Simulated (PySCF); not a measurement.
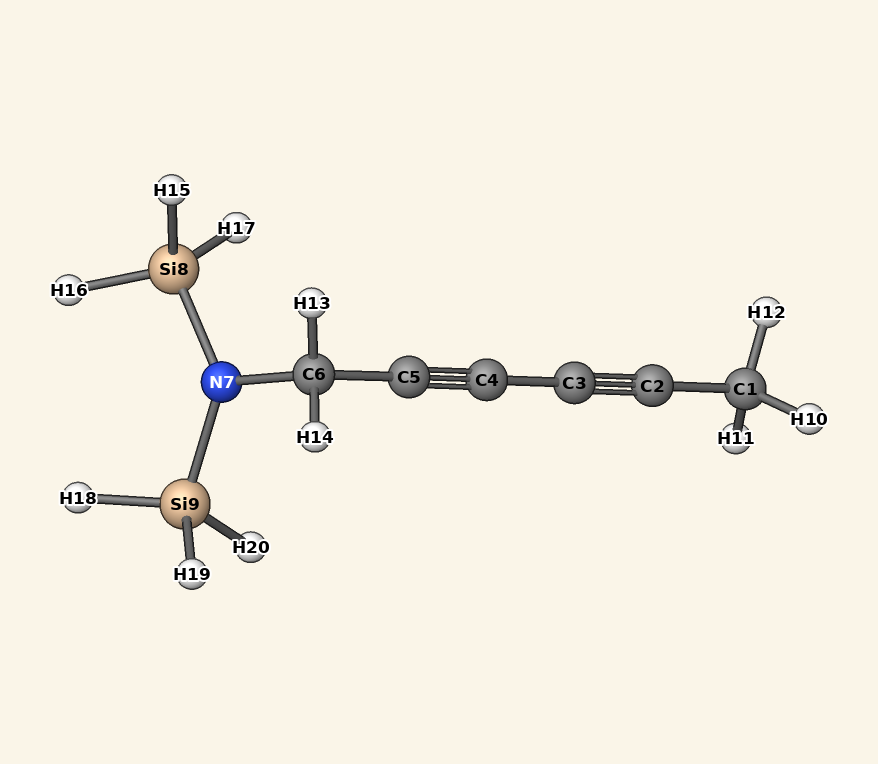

The questions are on isotropic NMR shieldings of the C atoms. The geometry was computed by an optimisation with PBE0-D3(BJ)/def2-SVP. No frequency run is at hand to confirm it as a minimum. Properties computed with GIAO PBE0/pcSseg-1 NMR shielding, non-relativistic, IEF-PCM dimethylsulfoxide (PySCF 2.14.0).

List the isotropic NMR shieldings of the C atoms.

| atom | σ (ppm) |
| --- | --- |
| C1 | 180.0 |
| C2 | 98.6 |
| C3 | 116.8 |
| C4 | 109.7 |
| C5 | 105.4 |
| C6 | 142.9 |
